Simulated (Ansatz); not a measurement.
# Current against voltage: bond stretched by 1.5 Å, between Al atomic chains

Is the junction ohmic, and where does the voltage drop?

Program: Ansatz 0.2.0. Level of theory: DFT PBE, plane waves, PAW; current against voltage, self-consistent under bias. Results are calculated unless marked as measured.

### 1. Set-up

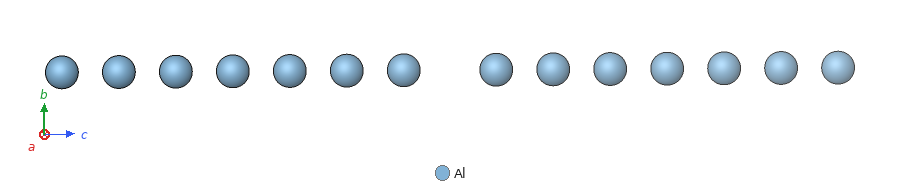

The starting structure, seen in part (aluminium light blue). Drawn is a stretch of 33 Å of the 81 Å that the atoms span along c, seen along the normal of the bc plane.

The cell holds 34 atoms: 34 Al. Cell: a = 6.000 Å, b = 6.000 Å, c = 95.030 Å, α = 90.0°, β = 90.0°, γ = 90.0°. Electrodes: Al atomic chain; the apex atoms were set 3.910 Å apart. Regions: lower lead, 17 atoms (17 Al); upper lead, 17 atoms (17 Al). Vacuum lies along a, b and c.

### 2. Current against voltage

Vacuum beyond both ends lets the two leads hold different Fermi levels, and the density is solved anew at each bias. Each lead has 17 atoms, since a wire screens slowly.

Input file input.yaml:

```yaml
crystal:
  lattice:
    - [6.0, 0.0, 0.0]
    - [0.0, 6.0, 0.0]
    - [0.0, 0.0, 95.03]
  atoms:
    - { symbol: Al, position: [0.5, 0.5, 0.0] }
    - { symbol: Al, position: [0.5, 0.5, 0.025360413] }
    - { symbol: Al, position: [0.5, 0.5, 0.050720825] }
    - { symbol: Al, position: [0.5, 0.5, 0.076081238] }
    - { symbol: Al, position: [0.5, 0.5, 0.10144165] }
    - { symbol: Al, position: [0.5, 0.5, 0.126802063] }
    - { symbol: Al, position: [0.5, 0.5, 0.152162475] }
    - { symbol: Al, position: [0.5, 0.5, 0.177522888] }
    - { symbol: Al, position: [0.5, 0.5, 0.2028833] }
    - { symbol: Al, position: [0.5, 0.5, 0.228243713] }
    - { symbol: Al, position: [0.5, 0.5, 0.253604125] }
    - { symbol: Al, position: [0.5, 0.5, 0.278964538] }
    - { symbol: Al, position: [0.5, 0.5, 0.30432495] }
    - { symbol: Al, position: [0.5, 0.5, 0.329685363] }
    - { symbol: Al, position: [0.5, 0.5, 0.355045775] }
    - { symbol: Al, position: [0.5, 0.5, 0.380406188] }
    - { symbol: Al, position: [0.5, 0.5, 0.4057666] }
    - { symbol: Al, position: [0.5, 0.5, 0.446911502] }
    - { symbol: Al, position: [0.5, 0.5, 0.472271914] }
    - { symbol: Al, position: [0.5, 0.5, 0.497632327] }
    - { symbol: Al, position: [0.5, 0.5, 0.522992739] }
    - { symbol: Al, position: [0.5, 0.5, 0.548353152] }
    - { symbol: Al, position: [0.5, 0.5, 0.573713564] }
    - { symbol: Al, position: [0.5, 0.5, 0.599073977] }
    - { symbol: Al, position: [0.5, 0.5, 0.624434389] }
    - { symbol: Al, position: [0.5, 0.5, 0.649794802] }
    - { symbol: Al, position: [0.5, 0.5, 0.675155214] }
    - { symbol: Al, position: [0.5, 0.5, 0.700515627] }
    - { symbol: Al, position: [0.5, 0.5, 0.725876039] }
    - { symbol: Al, position: [0.5, 0.5, 0.751236452] }
    - { symbol: Al, position: [0.5, 0.5, 0.776596864] }
    - { symbol: Al, position: [0.5, 0.5, 0.801957277] }
    - { symbol: Al, position: [0.5, 0.5, 0.827317689] }
    - { symbol: Al, position: [0.5, 0.5, 0.852678102] }
kpoints:
  mp_grid: { grid: [1, 1, 1] }
scf:
  occupations: { method: fermi_dirac, width: 0.1 }
hamiltonian:
  xc: pbe
output:
  current_voltage:
    leads: [[10, 11], [22, 23]]
    bias: [0.3, 0.6, 1.0, 1.5]
    electrode_ends: [16, 17]
    kmesh: [1, 1]
  write_potential: true
  write_density: true
  volumetric_format: npy
basis:
  ecutwfc: "340 eV"
```

Run with:

```sh
$ ansatz run input.yaml --threads 4 --pin off --max-ram 16384MiB --backend cpu --events-out ev --progress --plain --runs-dir out
```

Numbers of over 12 decimals in the logs are rounded to 6 here.

Output:

```text
Warning: basis.ecutwfc = 340 eV is below the records' recommended 420 eV, and the density's cutoff is lower with it unless basis.ecutrho_ratio is high enough to keep the records' density cutoff: compare with a run at a higher cutoff
Engine: ansatz 0.2.0, aarch64-unknown-linux-gnu
Pseudopotentials: kind: paw
Pseudopotential: Al, paw, valence charge 3, recommended cutoff 420 eV (normal), Al.paw.azcp
Functional definition: PBE
  parameter kappa = 0.804
  parameter beta = 0.066725
  exchange = pbe_x(kappa = kappa, mu = beta*pi^2/3)
  correlation = pbe_c(beta = beta)
Crystal: 34 atoms, lattice volume = 3421.080 Å³
Basis set: ecut = 340 eV, 48473 PW (Γ)
Bands: 85, of which v1, the nominal top of the filled ones, is band 51 counted from 1 (50 counted from 0)
Symmetry: 16 space group operations
Space group: P4/mmm (ITA 123), of the structure as read, at distance tolerance 1.5e-4 Å
k-points: 1
Non-local potential: Al, projectors of the file, l = 0: 2, l = 1: 2, l = 2: 1
PAW form: soft (Blöchl's): semilocal exchange-correlation on the pseudo side does not see the compensation charge
PAW one-centre angular grid: Al, 110 points (default); XC on 64 Gauss nodes
Initial density: superposition of atomic densities (neutral atoms: chi_scale 0, normalization atom), corrected by the library's trained network
Initial wavefunctions: pseudopotential atomic-orbital guess
Functional: x = pbe(κ = 0.804, μ = 0.219515), c = pbe(β = 0.066725)
SCF iter   1: F=—  HF=-18203.152853 eV  |F-HF|=—  |Δ(HF+E_count)|=         —  Δρ=3.95e-3  dr2=1.77e1  ethr=1.77e-3  ⟨swp⟩=7.0  Hψ=389  notcnv=0
preconditioner: auto → LDOS  [metal: Δε(μ)=0.169 eV  Ē_g=4.075 eV  σ=0.100 eV  W_gap=0.39  n_scr=220 (ndim 8)  ℏωp=6.4 eV  f_vac=0.278  D(μ)=49.33/eV (n_scr^D=272)  β→1.0]
SCF iter   2: F=—  HF=-18202.841777 eV  |F-HF|=—  |Δ(HF+E_count)|=   3.11e-1  Δρ=1.52e-3  dr2=4.07e-1  ethr=1.77e-3  ⟨swp⟩=4.0  Hψ=153  notcnv=0
SCF iter   3: F=—  HF=-18202.847361 eV  |F-HF|=—  |Δ(HF+E_count)|=   5.58e-3  Δρ=6.41e-4  dr2=1.50e-1  ethr=3.99e-4  ⟨swp⟩=3.0  Hψ=129  notcnv=0
SCF iter   4: F=—  HF=-18202.845225 eV  |F-HF|=—  |Δ(HF+E_count)|=   2.14e-3  Δρ=2.81e-4  dr2=2.62e-2  ethr=1.47e-4  ⟨swp⟩=1.0  Hψ=85  notcnv=0
SCF iter   5: F=—  HF=-18202.844426 eV  |F-HF|=—  |Δ(HF+E_count)|=   7.99e-4  Δρ=1.13e-4  dr2=3.08e-3  ethr=2.57e-5  ⟨swp⟩=2.0  Hψ=87  notcnv=0
SCF iter   6: F=—  HF=-18202.844482 eV  |F-HF|=—  |Δ(HF+E_count)|=   5.54e-5  Δρ=3.19e-5  dr2=1.68e-4  ethr=3.02e-6  ⟨swp⟩=2.0  Hψ=132  notcnv=0
SCF iter   7: F=—  HF=-18202.844484 eV  |F-HF|=—  |Δ(HF+E_count)|=   2.68e-6  Δρ=1.36e-5  dr2=4.13e-5  ethr=1.65e-7  ⟨swp⟩=2.0  Hψ=123  notcnv=0
SCF iter   8: F=—  HF=-18202.844554 eV  |F-HF|=—  |Δ(HF+E_count)|=   6.96e-5  Δρ=5.46e-6  dr2=1.16e-5  ethr=4.05e-8  ⟨swp⟩=3.0  Hψ=170  notcnv=0
SCF iter   9: F=—  HF=-18202.844553 eV  |F-HF|=—  |Δ(HF+E_count)|=   3.78e-7  Δρ=2.72e-6  dr2=1.39e-6  ethr=1.14e-8  ⟨swp⟩=1.0  Hψ=85  notcnv=0
SCF iter  10: F=—  HF=-18202.844553 eV  |F-HF|=—  |Δ(HF+E_count)|=   3.93e-8  Δρ=1.30e-6  dr2=2.93e-7  ethr=1.36e-9  ⟨swp⟩=2.0  Hψ=105  notcnv=0
SCF iter  11: F=—  HF=-18202.844553 eV  |F-HF|=—  |Δ(HF+E_count)|=   5.93e-9  Δρ=6.74e-7  dr2=1.30e-7  ethr=9.80e-11  ⟨swp⟩=11.0  Hψ=246  notcnv=0
SCF iter  12: F=-18202.844553 eV  HF=-18202.844553 eV  |F-HF|=3.21e-8  |Δ(HF+E_count)|=   2.11e-9  Δρ=3.41e-7  dr2=3.92e-8  ethr=9.80e-11  ⟨swp⟩=2.0  Hψ=141  notcnv=0
smearing: bands 48 to 51 share 5.172 electrons (they would hold 6.000 with every lower band full and every higher one empty; bands counted from 0; each is filled to between 0.6348 and 0.6583 of a full level; at each k-point the levels lie within 1.0e-2 eV, against a smearing width of 0.1000 eV). The entropy term TS of this state is 1.8122 eV
SCF 1 converged in 12 iterations: F = -18202.844553 eV  dr2 = 3.92e-8
  greatest PAW one-centre occupation: 0.574 electrons in one spin orbital (limit 2), on the Al atom at site 33 (counted from 0), in its partial waves of l = 0
bias +0 V, iteration  1: dr2 9.54e0 eV, mean Fermi level -1.7376 eV
bias +0 V, iteration  2: dr2 3.54e-1 eV, mean Fermi level -1.7276 eV
bias +0 V, iteration  3: dr2 1.69e-1 eV, mean Fermi level -1.7342 eV
bias +0 V, iteration  4: dr2 6.93e-3 eV, mean Fermi level -1.7315 eV
bias +0 V, iteration  5: dr2 1.50e-3 eV, mean Fermi level -1.7313 eV
bias +0 V, iteration  6: dr2 7.71e-4 eV, mean Fermi level -1.7316 eV
bias +0 V, iteration  7: dr2 2.91e-4 eV, mean Fermi level -1.7312 eV
bias +0 V, iteration  8: dr2 2.98e-5 eV, mean Fermi level -1.7314 eV
bias +0 V, iteration  9: dr2 1.74e-5 eV, mean Fermi level -1.7313 eV
bias +0 V, iteration 10: dr2 1.61e-5 eV, mean Fermi level -1.7313 eV
bias +0 V, iteration 11: dr2 6.62e-7 eV, mean Fermi level -1.7314 eV
bias +0 V, iteration 12: dr2 1.26e-7 eV, mean Fermi level -1.7314 eV
bias +0 V, iteration 13: dr2 1.96e-8 eV, mean Fermi level -1.7314 eV
bias +0.3 V, iteration  1: dr2 3.10e2 eV, mean Fermi level -1.7170 eV
bias +0.3 V, iteration  2: dr2 9.97e0 eV, mean Fermi level -1.7299 eV
bias +0.3 V, iteration  3: dr2 3.34e0 eV, mean Fermi level -1.7281 eV
bias +0.3 V, iteration  4: dr2 1.39e-1 eV, mean Fermi level -1.7305 eV
bias +0.3 V, iteration  5: dr2 3.43e-2 eV, mean Fermi level -1.7288 eV
bias +0.3 V, iteration  6: dr2 5.34e-3 eV, mean Fermi level -1.7299 eV
bias +0.3 V, iteration  7: dr2 6.59e-4 eV, mean Fermi level -1.7295 eV
bias +0.3 V, iteration  8: dr2 1.27e-4 eV, mean Fermi level -1.7297 eV
bias +0.3 V, iteration  9: dr2 1.06e-4 eV, mean Fermi level -1.7295 eV
bias +0.3 V, iteration 10: dr2 1.99e-5 eV, mean Fermi level -1.7295 eV
bias +0.3 V, iteration 11: dr2 2.42e-6 eV, mean Fermi level -1.7295 eV
bias +0.3 V, iteration 12: dr2 9.10e-7 eV, mean Fermi level -1.7295 eV
bias +0.3 V, iteration 13: dr2 1.82e-7 eV, mean Fermi level -1.7295 eV
bias +0.3 V, iteration 14: dr2 6.47e-8 eV, mean Fermi level -1.7295 eV
bias +0.6 V, iteration  1: dr2 9.09e-1 eV, mean Fermi level -1.7219 eV
bias +0.6 V, iteration  2: dr2 2.64e-1 eV, mean Fermi level -1.7267 eV
bias +0.6 V, iteration  3: dr2 6.03e-1 eV, mean Fermi level -1.7229 eV
bias +0.6 V, iteration  4: dr2 5.44e-2 eV, mean Fermi level -1.7267 eV
bias +0.6 V, iteration  5: dr2 1.35e-2 eV, mean Fermi level -1.7255 eV
bias +0.6 V, iteration  6: dr2 7.42e-4 eV, mean Fermi level -1.7262 eV
bias +0.6 V, iteration  7: dr2 2.92e-3 eV, mean Fermi level -1.7259 eV
bias +0.6 V, iteration  8: dr2 1.58e-4 eV, mean Fermi level -1.7257 eV
bias +0.6 V, iteration  9: dr2 7.73e-5 eV, mean Fermi level -1.7257 eV
bias +0.6 V, iteration 10: dr2 1.12e-5 eV, mean Fermi level -1.7256 eV
bias +0.6 V, iteration 11: dr2 4.42e-6 eV, mean Fermi level -1.7256 eV
bias +0.6 V, iteration 12: dr2 1.82e-6 eV, mean Fermi level -1.7256 eV
bias +0.6 V, iteration 13: dr2 2.01e-7 eV, mean Fermi level -1.7256 eV
bias +0.6 V, iteration 14: dr2 6.66e-9 eV, mean Fermi level -1.7256 eV
bias +1 V, iteration  1: dr2 1.41e0 eV, mean Fermi level -1.7290 eV
bias +1 V, iteration  2: dr2 5.63e-1 eV, mean Fermi level -1.7251 eV
bias +1 V, iteration  3: dr2 9.20e-1 eV, mean Fermi level -1.7292 eV
bias +1 V, iteration  4: dr2 5.80e-2 eV, mean Fermi level -1.7256 eV
bias +1 V, iteration  5: dr2 2.97e-2 eV, mean Fermi level -1.7269 eV
bias +1 V, iteration  6: dr2 7.98e-3 eV, mean Fermi level -1.7263 eV
bias +1 V, iteration  7: dr2 4.32e-3 eV, mean Fermi level -1.7262 eV
bias +1 V, iteration  8: dr2 1.41e-3 eV, mean Fermi level -1.7262 eV
bias +1 V, iteration  9: dr2 5.89e-4 eV, mean Fermi level -1.7262 eV
bias +1 V, iteration 10: dr2 2.58e-4 eV, mean Fermi level -1.7263 eV
bias +1 V, iteration 11: dr2 4.26e-6 eV, mean Fermi level -1.7263 eV
bias +1 V, iteration 12: dr2 7.23e-6 eV, mean Fermi level -1.7263 eV
bias +1 V, iteration 13: dr2 2.88e-6 eV, mean Fermi level -1.7263 eV
bias +1 V, iteration 14: dr2 6.01e-7 eV, mean Fermi level -1.7263 eV
bias +1 V, iteration 15: dr2 1.11e-6 eV, mean Fermi level -1.7263 eV
bias +1 V, iteration 16: dr2 3.71e-8 eV, mean Fermi level -1.7263 eV
bias +1.5 V, iteration  1: dr2 1.81e-1 eV, mean Fermi level -1.7227 eV
bias +1.5 V, iteration  2: dr2 3.17e-2 eV, mean Fermi level -1.7228 eV
bias +1.5 V, iteration  3: dr2 9.29e-2 eV, mean Fermi level -1.7253 eV
bias +1.5 V, iteration  4: dr2 4.56e-2 eV, mean Fermi level -1.7236 eV
bias +1.5 V, iteration  5: dr2 1.51e-3 eV, mean Fermi level -1.7251 eV
bias +1.5 V, iteration  6: dr2 2.10e-3 eV, mean Fermi level -1.7249 eV
bias +1.5 V, iteration  7: dr2 4.70e-4 eV, mean Fermi level -1.7250 eV
bias +1.5 V, iteration  8: dr2 3.52e-4 eV, mean Fermi level -1.7249 eV
bias +1.5 V, iteration  9: dr2 6.16e-4 eV, mean Fermi level -1.7248 eV
bias +1.5 V, iteration 10: dr2 1.49e-4 eV, mean Fermi level -1.7248 eV
bias +1.5 V, iteration 11: dr2 4.49e-5 eV, mean Fermi level -1.7248 eV
bias +1.5 V, iteration 12: dr2 1.31e-5 eV, mean Fermi level -1.7248 eV
bias +1.5 V, iteration 13: dr2 9.84e-7 eV, mean Fermi level -1.7248 eV
bias +1.5 V, iteration 14: dr2 1.28e-6 eV, mean Fermi level -1.7248 eV
bias +1.5 V, iteration 15: dr2 2.55e-7 eV, mean Fermi level -1.7248 eV
bias +1.5 V, iteration 16: dr2 8.15e-8 eV, mean Fermi level -1.7248 eV
transmission: 6 of 39 steps passed
transmission: 14 of 39 steps passed
[...]
transmission: 39 of 39 steps passed
WARN: The output density's exchange-correlation potential varies sharply where the density is thin. Do not read a vacuum level from v_tot or v_xc, or from such a field of the output density. On a cell that repeats whose density bears no net charge and no dipole along the vacuum's axis use v_es (v_loc + v_h of the components); under efield.dipole_correction with no amplitude use v_es + v_field, which holds any externa [...]
SCF converged after 12 iterations
Free energy (F): -18202.844553 eV
Harris-Foulkes:  -18202.844553 eV  (|F-HF|=3.21e-8)
Internal energy: -18201.032347 eV  (E = F + TS)
E sigma→0 (E₀):  -18201.938450 eV
Entropy (-TS):   -1.812206 eV (-53.300 meV/atom)
Fermi energy:    -1.739305 eV
--- Per-component energies (eV) ---
  E_band       = -493.864111
  E_kinetic    = 663.523675
  E_local      = -7234.954827  (includes V_loc(G=0)·N_el)
  E_nonlocal   = 390.015306
  E_hartree    = 3334.227791
  E_xc         = -1254.132853
  E_vxc        = -851.324090  (∫ρ·V_xc dr)
  E_paw        = -15894.266199  (= ΣΔE_a)
  E_vpaw       = -129.565173  (= ΣTr[D̂ρ^β])
  E_aug_tail   = -0.000195  (compensation charges beyond the density's cutoff)
  E_ewald      = 1794.554954
  E_smearing   = -1.812206  (= −TS)
  E_closure    = -0.000000  (closes the sum)
  Σ components = -18202.844553   (vs F -18202.844553, Δ=0.00e0)
--- Band table (eV) ---
  k-point 0: bands = [... 47 lower, -1.9242, -1.8049, -1.8049, -1.7946, -1.7946, -1.6524, -1.6524, -1.6372, ... 30 higher]
--- Current–voltage curve ---
  leads      : [10, 11] from 0.00 to 38.56 and [22, 23] from 42.47 to 81.03 Å, reservoirs outside 24.54 and 56.49
  electrodes : end at 38.56 and 42.47 Å
  density    : 217 bands, filled at a thermal energy of 2.585e-2 eV; current at 300 K
  bias (V)   current (A)   every other point   every other energy   edges, levels   drop (V)   electrons moved   misfit (meV)   iterations
        +0      0.0000e0                   -             0.0000e0        0.0000e0     +0.000            0.00e0           31.0   13
      +0.3     2.1339e-6                   -            2.1339e-6        0.0000e0     +0.292           1.71e-2           34.7   14
      +0.6     2.9464e-6                   -            2.9466e-6        0.0000e0     +0.592           2.66e-2           39.4   14
        +1     3.4128e-6                   -            3.4125e-6        0.0000e0     +0.996           4.65e-2           39.8   16
      +1.5     5.5176e-6                   -            5.5213e-6        0.0000e0     +1.490           6.28e-2           38.1   16
  At 0 V the conductance is 1.3370e-5 S, 3.7138e13 S/m².
```

It took 9.1 min on 4 threads of Arm Neoverse V1, shared host; peak memory 3.1 GiB.

Numbers from this step:

- conductance at zero bias: 0.1726 G₀
- current at the highest bias: 5.518 μA
- largest misfit of the leads: 39.85 meV

Cell area 36.000 Å^2. Current through one cell against bias:

| bias (V) | current through one cell (μA) |
| --- | --- |
| 0.000 | 0 |
| 0.300 | 2.13 |
| 0.600 | 2.95 |
| 1.000 | 3.41 |
| 1.500 | 5.52 |

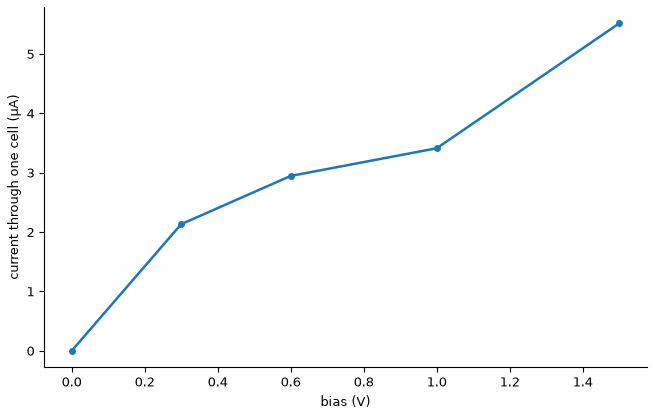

Current through one cell against bias.

Bias 0 V. Transmission and channels at 0 V against energy, zero at the mean Fermi level:

| energy (eV) | transmission | channels, lower lead | channels, upper lead |
| --- | --- | --- | --- |
| -0.259 | 0.00568 | 2 | 2 |
| -0.233 | 0.00971 | 2 | 2 |
| -0.207 | 0.0164 | 2 | 2 |
| -0.181 | 0.0271 | 2 | 2 |
| -0.155 | 0.0436 | 2 | 2 |
| -0.129 | 0.0670 | 2 | 2 |
| -0.103 | 0.0969 | 2 | 2 |
| -0.078 | 0.129 | 2 | 2 |
| -0.052 | 0.158 | 2 | 2 |
| -0.026 | 0.178 | 2 | 2 |
| 0.000 | 0.186 | 2 | 2 |
| 0.026 | 0.184 | 2 | 2 |
| 0.052 | 0.176 | 2 | 2 |
| 0.078 | 0.165 | 2 | 2 |
| 0.103 | 0.154 | 2 | 2 |
| 0.129 | 0.142 | 2 | 2 |
| 0.155 | 0.133 | 2 | 2 |
| 0.181 | 0.124 | 2 | 2 |
| 0.207 | 0.117 | 2 | 2 |
| 0.233 | 0.112 | 2 | 2 |
| 0.259 | 0.108 | 2 | 2 |

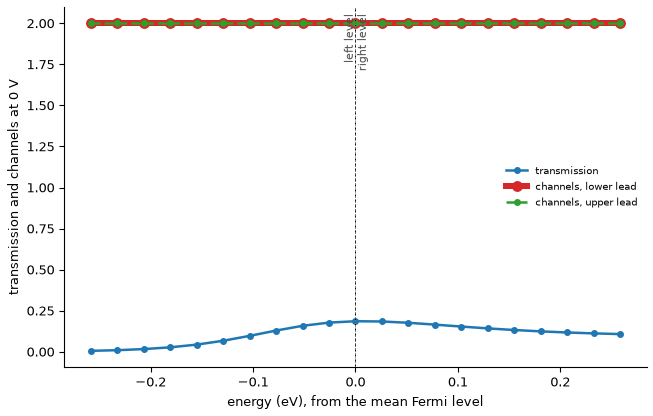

Transmission and channels at 0 V against energy.

Bias 0.6 V. Table of transmission and channels at 0.6 V by energy, zero at the mean Fermi level:

| energy (eV) | transmission | channels, lower lead | channels, upper lead |
| --- | --- | --- | --- |
| -0.491 | 0 | 0 | 2 |
| -0.388 | 0 | 0 | 2 |
| -0.310 | 0 | 0 | 2 |
| -0.207 | 0 | 0 | 2 |
| -0.103 | 0 | 0 | 2 |
| 0.000 | 0.0396 | 2 | 2 |
| 0.103 | 0.0830 | 2 | 2 |
| 0.207 | 0.162 | 2 | 2 |
| 0.310 | 0.198 | 2 | 3 |
| 0.388 | 0.185 | 2 | 3 |
| 0.491 | 0.164 | 2 | 3 |

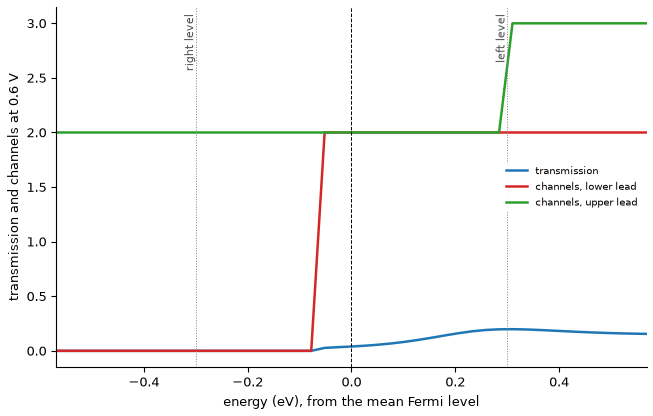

Transmission and channels at 0.6 V against energy.

Bias 1.5 V. The transmission and channels at 1.5 V by energy, zero at the mean Fermi level:

| energy (eV) | transmission | channels, lower lead | channels, upper lead |
| --- | --- | --- | --- |
| -1.008 | 0 | 1 | 2 |
| -0.905 | 0 | 1 | 2 |
| -0.801 | 0 | 1 | 2 |
| -0.698 | 0 | 0 | 2 |
| -0.595 | 0 | 0 | 2 |
| -0.491 | 0 | 0 | 2 |
| -0.388 | 0 | 0 | 2 |
| -0.310 | 0 | 0 | 2 |
| -0.207 | 0 | 0 | 2 |
| -0.103 | 0 | 0 | 3 |
| 0.000 | 0 | 0 | 3 |
| 0.103 | 0 | 0 | 3 |
| 0.207 | 0 | 0 | 3 |
| 0.310 | 0 | 0 | 3 |
| 0.388 | 0.0784 | 2 | 3 |
| 0.491 | 0.114 | 2 | 3 |
| 0.595 | 0.210 | 2 | 3 |
| 0.698 | 0.311 | 2 | 3 |
| 0.750 | 0.325 | 2 | 3 |
| 0.801 | 0.316 | 2 | 3 |
| 0.905 | 0.279 | 2 | 3 |
| 1.008 | 0.253 | 2 | 3 |

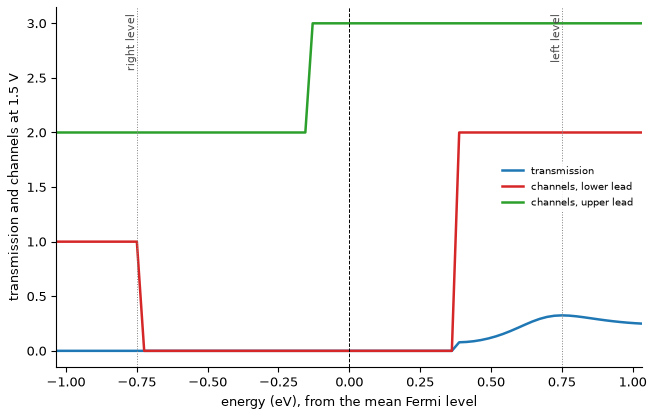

Transmission and channels at 1.5 V against energy.

(Part 1 of 2 ends here.)

[Logs are printed without paths, hosts, clocks, repeated set-up lines and the standing remarks that a program may print on its own settings, such as how far it seeks lower states.]

[Hosts, paths, dates, database ids (printed as entryN), source tags and the programs' standing remarks are cut or masked in the printed files.]
